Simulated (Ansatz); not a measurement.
```xyz
12

Al    0.4339   -0.1078    0.1852
Cl    2.1300   -1.2633    0.8435
C     0.6137    1.7849   -0.2539
N    -1.1593   -0.7969    0.9255
H     0.2621   -1.9769   -1.5460
O    -0.2396   -1.1599   -1.3562
H    -0.3304    2.2067   -0.6585
H     1.4071    1.9539   -1.0114
H     0.8871    2.3797    0.6427
H    -1.9561   -0.1810    1.1249
H    -1.0874   -1.4651    1.7019
H    -0.9610   -1.3743   -0.5979
```

Computed with RKS PBE-D4/def2-SVP in Ansatz 0.2.0.

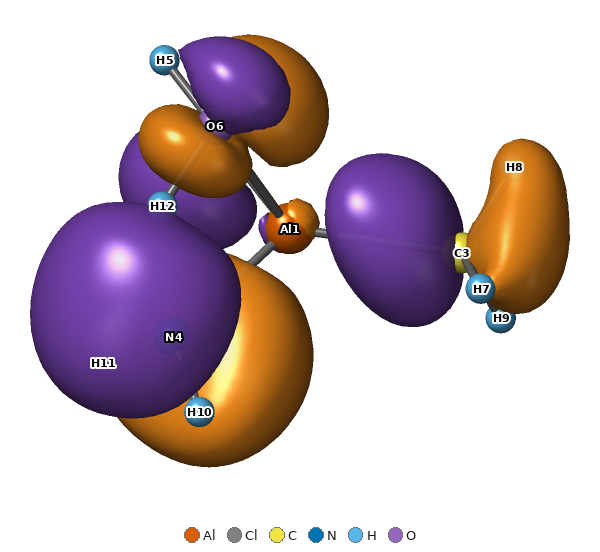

CH$_{7}$AlClNO. The HOMO at ±0.08 Å⁻³ᐟ² (orange and purple are the two phases), seen across its widest extent.

Where does this orbital lie, and at what energy?

Answer. By Hirshfeld shares it lies mainly on N4 (about 55 %), Cl2 (about 10 %), Al1 (about 10 %) and C3 (about 10 %). Its energy is −6.06 eV.
